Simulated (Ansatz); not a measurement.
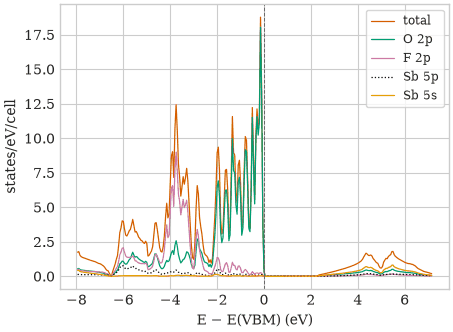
Total and projected density of states of SbO$_{2}$F in space group Cc (No. 9; Sb on 4a, O on 4a, O on 4a, F on 4a), plane-wave PAW r²SCAN (Ansatz code)

Which orbitals carry the states next to the gap?

Top 1 eV of the valence band: O 2p 94 %. Bottom 1 eV of the conduction band: Sb 5s 42 %, O 2p 34 %, O 2s 8 %, Sb 5p 6 %, F 2p 6 %. Projections are on Löwdin-orthogonalised atomic valence shells; empty p or d shells of many metals are not among them.

The first step of the workflow began from a Materials Project structure, measured or hypothetical; the Crystallography Open Database copy checked does not list it. Its standing as an ambient phase is unchecked. The r²SCAN relaxation kept the symmetry of its start; its stability against distortions is not shown here. Scalar-relativistic: spin–orbit coupling is off unless named, which matters more the heavier the elements.

Potentials: the later of the program's two PAW sets.
